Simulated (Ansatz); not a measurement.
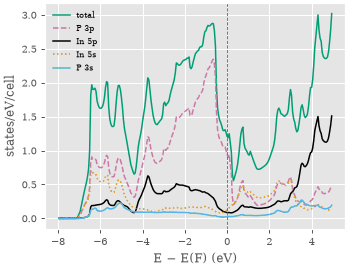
Figure: Total and projected density of states of InP (NiAs type, space group No. 194), the program Ansatz at the r²SCAN level (PAW)

Problem. Which orbitals carry the states next to the Fermi level?

Solution. Within 0.5 eV of the Fermi level: P 3p 72 %, In 5s 13 %, In 5p 10 %. Projections are on Löwdin-orthogonalised atomic valence shells; empty p or d shells of many metals are not among them.

Problem. Where is the tallest occupied peak in this window, and what makes it?

Solution. Near -0.7 eV, about 2.9 states/eV per cell; the largest projected share is P 3p.

Space group P6_3/mmc (NiAs type). The start of the workflow was typed in or built on a structure type; neither database checked (COD, Materials Project) lists it. It is not the phase usual at ambient conditions (space group No. 216). The cell was relaxed with r²SCAN under the symmetry of its start; whether a distortion lowers the energy is not shown. Scalar-relativistic: spin–orbit coupling is off unless named, which matters more the heavier the elements.

Potentials: the earlier of the program's two PAW sets.
